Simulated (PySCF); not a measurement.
**[TiCl3]+: structure of the singlet**

The task is one start of a wider search on [TiCl3]+: the singlet, from a T-shaped start. It is relaxed, tested by its Hessian and followed downhill if it is a saddle.

Program: PySCF 2.14.0. Level of theory: PBE0, basis Ti def2-TZVP, Cl def2-TZVP, no relativity, density fitting. These are calculated values, not measurements.

**1. The starting structure**

4 atoms, charge 1, spin multiplicity 1.

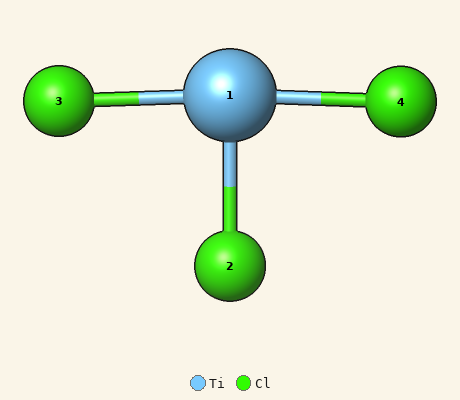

As it starts; titanium blue, chlorine green; atoms are numbered from 1 in the order of the file.

```xyz
4
charge 1 multiplicity 1
Ti    0.0000    0.0000    0.0000
Cl    0.0000    0.0000    2.3030
Cl    2.3016    0.0000    0.0804
Cl   -2.3016    0.0000    0.0804
```

**2. Finding the electronic state**

One driver script runs all steps and calls PySCF; scf.py shows how it sets up the SCF of each step. The optimiser is the driver's own. After this first run the driver tries any further starts and a stability analysis.

The input, scf.py:

```python
from pyscf import gto, scf, dft
mol = gto.M(atom='''
Ti     0.000000     0.000000     0.000000
Cl     0.000000     0.000000     2.303000
Cl     2.301600     0.000000     0.080400
Cl    -2.301600     0.000000     0.080400''',
    basis={'Ti': 'def2-TZVP', 'Cl': 'def2-TZVP'},
    charge=1, spin=0)
mf = dft.RKS(mol, xc='PBE0')
mf.grids.atom_grid = (50, 194)
aux = {'Ti': 'def2-universal-JKFIT', 'Cl': 'def2-universal-JKFIT'}
mf = mf.density_fit(auxbasis=aux)
mf.conv_tol = 1e-08
mf.diis_space = 10
mf.max_cycle = 60
mf.init_guess = 'minao'
mf.verbose = 4
mf.kernel()
```

Command:

```sh
OMP_NUM_THREADS=4 python axn.py task.json out
```

Standard output, shortened:

```text
[... the frontier levels of the middle cycles are left out ...]
init E= -2229.50353854854
  HOMO = -0.364468156099875  LUMO = -0.154247315494248  gap/eV = 5.72040
cycle= 1 E= -2228.73367905756  delta_E= 0.77  |g|= 1.16  |ddm|= 2.11
  HOMO = -0.553399509320638  LUMO = -0.524248399501364  gap/eV = 0.79324
cycle= 2 E= -2203.1254606849  delta_E= 25.6  |g|= 11.1  |ddm|= 5.12
  HOMO = -0.538969440177641  LUMO = -0.511813422508978  gap/eV = 0.73895
cycle= 3 E= -2214.26477398502  delta_E= -11.1  |g|=    9  |ddm|= 2.32
cycle= 4 E= -2215.08483508284  delta_E= -0.82  |g|= 8.87  |ddm|= 0.24
cycle= 5 E= -2215.12728494557  delta_E= -0.0424  |g|= 8.85  |ddm|= 0.198
cycle= 6 E= -2215.55883283401  delta_E= -0.432  |g|= 8.73  |ddm|= 0.394
cycle= 7 E= -2218.26586336202  delta_E= -2.71  |g|=  8.1  |ddm|= 0.614
cycle= 8 E= -2219.88082718161  delta_E= -1.61  |g|= 7.61  |ddm|= 0.274
cycle= 9 E= -2220.84952315869  delta_E= -0.969  |g|= 7.22  |ddm|= 0.312
cycle= 10 E= -2222.14839214528  delta_E= -1.3  |g|= 6.67  |ddm|= 0.219
cycle= 11 E= -2226.57414388771  delta_E= -4.43  |g|= 3.87  |ddm|= 0.951
cycle= 12 E= -2228.15614023887  delta_E= -1.58  |g|= 1.86  |ddm|= 2.68
cycle= 13 E= -2229.18615431227  delta_E= -1.03  |g|= 0.463  |ddm|= 1.19
cycle= 14 E= -2229.23949188853  delta_E= -0.0533  |g|= 0.172  |ddm|= 0.384
cycle= 15 E= -2229.24320341137  delta_E= -0.00371  |g|= 0.096  |ddm|= 0.0883
cycle= 16 E= -2229.2453514091  delta_E= -0.00215  |g|= 0.0221  |ddm|= 0.0521
cycle= 17 E= -2229.24544488628  delta_E= -9.35e-05  |g|= 0.0147  |ddm|= 0.0243
cycle= 18 E= -2229.24551185194  delta_E= -6.7e-05  |g|= 0.00258  |ddm|= 0.0146
cycle= 19 E= -2229.24551555408  delta_E= -3.7e-06  |g|= 0.00189  |ddm|= 0.00447
cycle= 20 E= -2229.24551735021  delta_E= -1.8e-06  |g|= 0.000411  |ddm|= 0.00363
cycle= 21 E= -2229.24551740847  delta_E= -5.83e-08  |g|= 0.000252  |ddm|= 0.000648
cycle= 22 E= -2229.245517437  delta_E= -2.85e-08  |g|= 7.18e-05  |ddm|= 0.000375
cycle= 23 E= -2229.24551743963  delta_E= -2.63e-09  |g|= 3.91e-05  |ddm|= 0.000114
  HOMO = -0.516150792148846  LUMO = -0.40524898508077  gap/eV = 3.01779
Extra cycle  E= -2229.24551742933  delta_E= 1.03e-08  |g|= 0.000219  |ddm|= 0.000132
converged SCF energy = -2229.24551742933
```

This step, with its further starts and checks, ran for 19 s (4 threads of Arm Neoverse V1, shared host).

Energies from each starting density:

```
                      start   energy (Eh)
    the minimal-basis guess  -2229.245517
a thermally smeared density  -2229.245517
      a smeared PBE density  -2229.245517
```

The test of internal stability and the other starts found no lower closed-shell solution.

**3. Relaxation: T-shaped start, singlet**

The program finds C2v symmetry in the start, which this walk keeps.

Changes to scf.py since step 2:

```diff
@@ -3,4 +3,4 @@
-Ti     0.000000     0.000000     0.000000
-Cl     0.000000     0.000000     2.303000
-Cl     2.301600     0.000000     0.080400
-Cl    -2.301600     0.000000     0.080400''',
+Ti     0.000000     0.000000    -0.563649
+Cl     0.000000     0.000000     1.739351
+Cl     2.301600     0.000000    -0.483249
+Cl    -2.301600     0.000000    -0.483249''',
@@ -16 +15,0 @@
-mf.init_guess = 'minao'
```

The optimiser's trace:

```
step   energy (Eh)  change (kJ/mol)  largest symmetric gradient (Eh/bohr)
   0  -2229.245517             0.00                               0.08470
   1  -2229.277501           -83.97                               0.05782
   2  -2229.298545          -139.22                               0.04594
   3  -2229.309203          -167.21                               0.02412
   4  -2229.318152          -190.70                               0.01282
   5  -2229.320677          -197.33                               0.00716
   6  -2229.321109          -198.47                               0.00424
   7  -2229.321213          -198.74                               0.00177
   8  -2229.321220          -198.76                               0.00012
   9  -2229.321220          -198.76                               0.00002
```

The walk took 26 s.

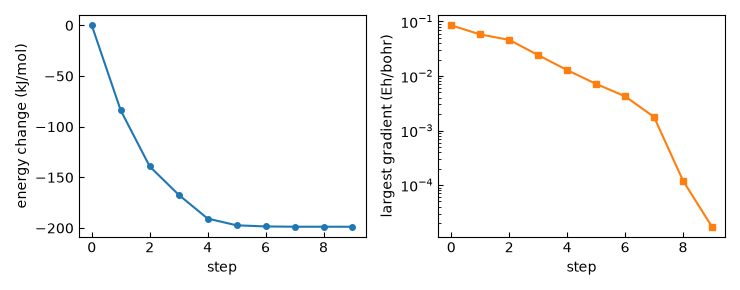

How energy and gradient fall.

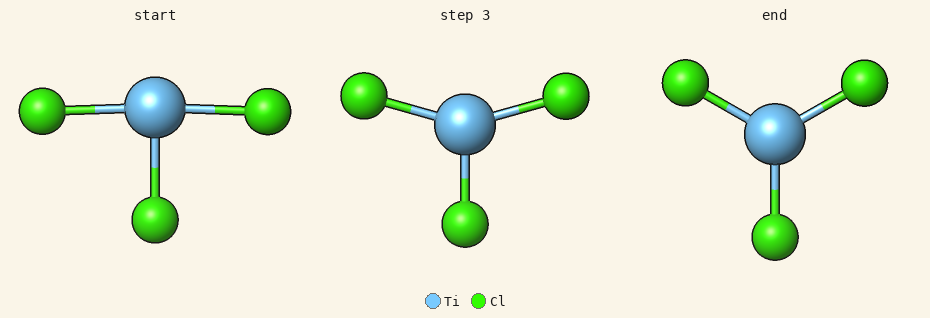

Start and end of the relaxation, with a step between.

It settles in D3h symmetry, 198.8 kJ/mol below the start, after 9 steps: Ti–Cl 2.109 Å (×3); Cl–Ti–Cl 119.9° (×2), Cl–Ti–Cl 120.3°.

**4. Vibrations and properties at this point**

The point is checked on the finer grid, and tightened if its gradient asks for it. The Hessian and the dipole derivatives come from central differences of analytic gradients, with steps of 0.02 bohr.

Changes to scf.py since step 3:

```diff
@@ -3,4 +3,4 @@
-Ti     0.000000     0.000000    -0.563649
-Cl     0.000000     0.000000     1.739351
-Cl     2.301600     0.000000    -0.483249
-Cl    -2.301600     0.000000    -0.483249''',
+Ti     0.000000     0.000000     0.000000
+Cl     0.000000     0.000000     2.108884
+Cl     1.826347     0.000000    -1.054442
+Cl    -1.826347     0.000000    -1.054442''',
@@ -10 +10 @@
-mf.grids.atom_grid = (50, 194)
+mf.grids.atom_grid = (75, 302)
@@ -13 +13 @@
-mf.conv_tol = 1e-08
+mf.conv_tol = 1e-10
```

The driver hands on the density of the step before, so the log starts near convergence.

SCF at the final geometry:

```text
init E= -2229.32134174297
  HOMO = -0.556055535944858  LUMO = -0.379114264756399  gap/eV = 4.81482
cycle= 1 E= -2229.32134174297  delta_E= -5e-12  |g|= 2.9e-06  |ddm|= 3.57e-06
  HOMO = -0.556055529747131  LUMO = -0.37911484392846  gap/eV = 4.81480
Extra cycle  E= -2229.32134174296  delta_E= 1.05e-11  |g|= 7.5e-06  |ddm|= 6.8e-06
converged SCF energy = -2229.32134174296
```

The whole step took 31 s.

Geometry: D3h; Ti–Cl 2.109 Å (×3); Cl–Ti–Cl 120.0° (×3).

Harmonic modes (main isotopes):

| symmetry | ω (cm⁻¹) | IR (km/mol) | μ (u) | type |
| --- | --- | --- | --- | --- |
| a2'' | 86i | 34.4 | 42.95 | bend |
| e' | 115 | 0.4 | 36.28 | bend |
| a1' | 432 | 0.0 | 34.97 | stretch |
| e' | 595 | 321 | 41.13 | stretch |

μ is the mass of the mode for normalised Cartesian displacements, not the reduced mass of the usual diatomic formula.

With 1 mode imaginary (up to 86i cm⁻¹) this point is a saddle.

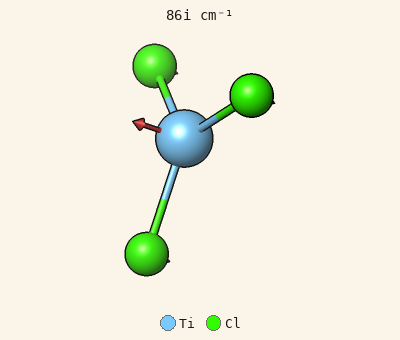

The imaginary mode, as arrows.

Constants and moments:

| Property | Result |
| --- | --- |
| Dipole moment about the centre of mass | 0.00 D |
| Highest occupied level | -15.13 eV |
| Lowest empty level | -10.32 eV |
| Rotational constants | 0.07226, 0.07226, 0.03613 cm⁻¹ |
| Zero-point energy (real modes) | 11.1 kJ/mol |
| Principal polarisabilities | 38.1, 82.1, 82.1 bohr³ |
| Principal traceless quadrupole moments about the centre of mass | -1.79, 0.90, 0.90 D Å |

Charges (e) and bond orders:

| atom | Mulliken | Löwdin | polar tensor | Mayer order to Ti1 |
| --- | --- | --- | --- | --- |
| Ti1 | 1.31 | -0.16 | 2.09 | – |
| Cl2,3,4 | -0.10 | 0.39 | -0.36 | 1.42 |

Mulliken populations on Ti1: s 6.19, p 12.30, d 2.18, f 0.03.

**5. Following the imaginary mode**

The atoms are moved a little along the softest imaginary mode and relaxed again.

The program finds C3v symmetry in the start, which this walk keeps. The walk stops when the largest gradient is under 0.0003 Eh/bohr and the energy has settled too.

Changes to scf.py since step 4:

```diff
@@ -3,4 +3,4 @@
-Ti     0.000000     0.000000     0.000000
-Cl     0.000000     0.000000     2.108884
-Cl     1.826347     0.000000    -1.054442
-Cl    -1.826347     0.000000    -1.054442''',
+Ti    -0.000000     0.250000     0.000000
+Cl     0.000000    -0.114263     2.108884
+Cl     1.826347    -0.114263    -1.054442
+Cl    -1.826347    -0.114263    -1.054442''',
@@ -10 +10 @@
-mf.grids.atom_grid = (75, 302)
+mf.grids.atom_grid = (50, 194)
@@ -13 +13 @@
-mf.conv_tol = 1e-10
+mf.conv_tol = 1e-08
```

Energy and gradient, step by step:

```csv
step,energy (Eh),change (kJ/mol),largest symmetric gradient (Eh/bohr)
0,-2229.321681,0.00,0.01449
1,-2229.323264,-4.16,0.00505
2,-2229.324003,-6.10,0.00184
3,-2229.324216,-6.66,0.00309
4,-2229.324268,-6.79,0.00036
5,-2229.324273,-6.81,0.00004
```

The walk took 16 s.

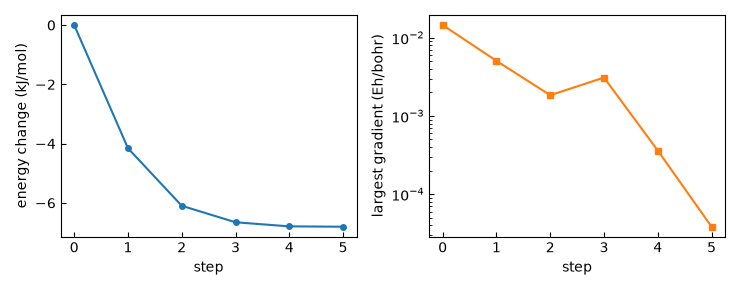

Energy and largest gradient along the walk.

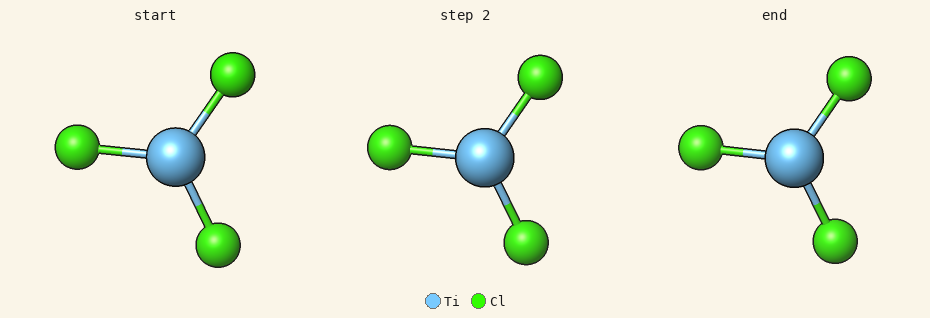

The geometry along the walk, at one scale.

After 5 steps and 6.8 kJ/mol it ends at C3v: Ti–Cl 2.103 Å (×3); Cl–Ti–Cl 111.9° (×3).

**6. Is it a minimum? Harmonic modes**

As before: finer grid, then central differences.

Changes to scf.py since step 5:

```diff
@@ -3,4 +3,4 @@
-Ti    -0.000000     0.250000     0.000000
-Cl     0.000000    -0.114263     2.108884
-Cl     1.826347    -0.114263    -1.054442
-Cl    -1.826347    -0.114263    -1.054442''',
+Ti    -0.000000     0.420477     0.000000
+Cl     0.000000    -0.192105     2.011862
+Cl     1.742324    -0.192105    -1.005931
+Cl    -1.742324    -0.192105    -1.005931''',
@@ -10 +10 @@
-mf.grids.atom_grid = (50, 194)
+mf.grids.atom_grid = (75, 302)
@@ -13 +13 @@
-mf.conv_tol = 1e-08
+mf.conv_tol = 1e-10
```

Log of the central SCF (cycles and frontier levels):

```text
init E= -2229.32436461365
  HOMO = -0.54835429738079  LUMO = -0.368462025105446  gap/eV = 4.89512
cycle= 1 E= -2229.32436461364  delta_E= 6.37e-12  |g|= 5.51e-06  |ddm|= 3.69e-06
  HOMO = -0.548354396002453  LUMO = -0.368460062765439  gap/eV = 4.89517
Extra cycle  E= -2229.32436461355  delta_E= 9.73e-11  |g|= 2.27e-05  |ddm|= 1.37e-05
converged SCF energy = -2229.32436461355
```

The whole step ran for 38 s (4 threads of Arm Neoverse V1, shared host).

Geometry: C3v; Ti–Cl 2.103 Å (×3); Cl–Ti–Cl 111.9° (×3).

Modes, for the most abundant isotopes:

| symmetry | ω (cm⁻¹) | IR (km/mol) |
| --- | --- | --- |
| a1 | 106 | 16.5 |
| e | 135 | 0.7 |
| a1 | 475 | 9.5 |
| e | 576 | 301 |

Every mode is real; the point is a minimum.

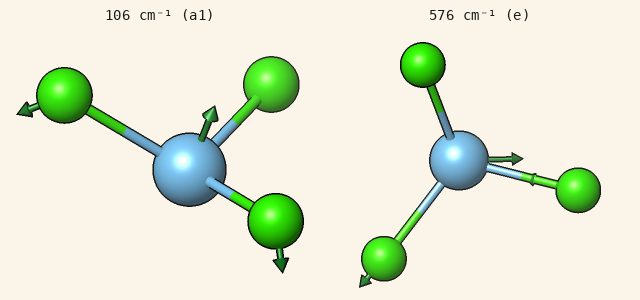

Displacements of 2 of the modes, as arrows (one member where a mode is degenerate).

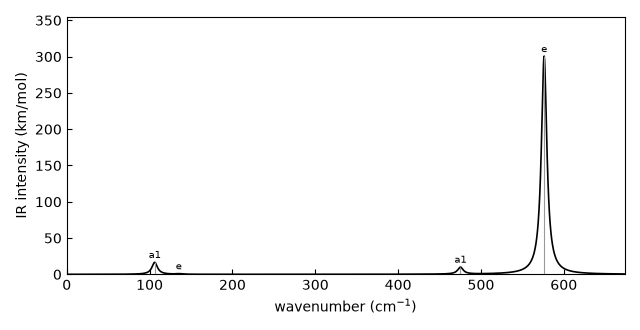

The harmonic infrared spectrum (widths in cm⁻¹). Lines are broadened to a width of 8 cm⁻¹ (Lorentzian).

Properties at this point:

* Dipole moment about the centre of mass: 2.96 D
* Highest occupied level: -14.92 eV
* Lowest empty level: -10.03 eV
* Rotational constants: 0.07504, 0.07504, 0.0397 cm⁻¹
* Zero-point energy: 12.0 kJ/mol
* Principal polarisabilities: 38.3, 79.1, 79.1 bohr³
* Principal traceless quadrupole moments about the centre of mass: -0.35, -0.35, 0.69 D Å
* Entropy at 298.15 K and 1 bar: 326.3 J/(mol K)
* Heat capacity Cp at 298.15 K: 72.0 J/(mol K)
* Enthalpy at 298.15 K above 0 K: 16.88 kJ/mol
* Rotational symmetry number: 3

Populations by atom (charges in e):

| atom | Mulliken | Löwdin | polar tensor | Mayer order to Ti1 |
| --- | --- | --- | --- | --- |
| Ti1 | 1.27 | -0.18 | 2.01 | – |
| Cl2,3,4 | -0.09 | 0.39 | -0.34 | 1.44 |

Outer orbital energies (eV). occupied: -16.89, -16.89, -16.29, -16.29, -15.94, -15.52, -15.52, -14.92; empty: -10.03, -9.67, -9.67, -8.58.

Mulliken populations on Ti1: s 6.20, p 12.30, d 2.21, f 0.03.

**7. Stability of the closed shell**

At the lowest minimum the closed shell is tested against spin polarisation, on the (50, 194) grid. It is stable.

**8. The points found, side by side**

| spin | group | bonds | imaginary modes (cm⁻¹) | ΔE (kJ/mol) | with zero-point energy |
| --- | --- | --- | --- | --- | --- |
| singlet | C3v | Ti–Cl 2.103 Å (×3) | none | 0.0 | 0.0 |
| singlet | D3h | Ti–Cl 2.109 Å (×3) | 86i | 7.9 | – |

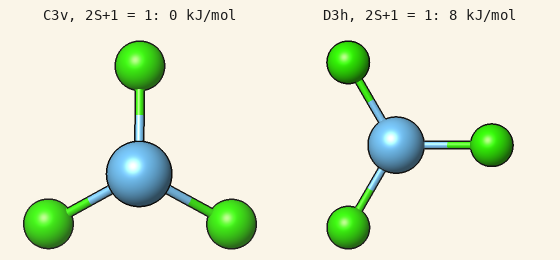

The points, lowest first (titanium blue, chlorine green).

**9. Results**

```
                            quantity                                     value
                             minimum                              singlet, C3v
                            geometry  Ti–Cl 2.103 Å (×3); Cl–Ti–Cl 111.9° (×3)
                  wavenumbers (cm⁻¹)      106 (a1), 135 (e), 475 (a1), 576 (e)
      dipole moment (centre of mass)                                    2.96 D
highest occupied, lowest empty level                         -14.92, -10.03 eV
          polar-tensor charge of Ti1                                   +2.01 e
                   zero-point energy                               12.0 kJ/mol
                 entropy at 298.15 K                           326.3 J/(mol K)
```

In words: From C2v at the start the molecule goes to a C3v minimum, after a stop at a saddle point 7.9 kJ/mol higher, from which it was pushed off along an imaginary mode. The strongest infrared band lies at 576 cm⁻¹ (e, stretch). Other starts or spin states, not run here, may lie lower.

The search up to here took 2.3 min.
